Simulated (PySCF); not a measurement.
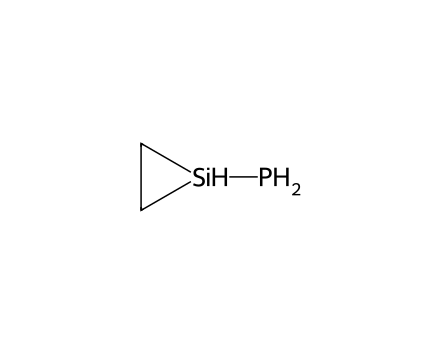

(Drawn from a calculation with PySCF.)

Skeletal drawing of a molecule.

Write the SMILES.

Answer. P[SiH]1CC1

Give the formula, hydrogens included.

Answer. C2H7PSi.
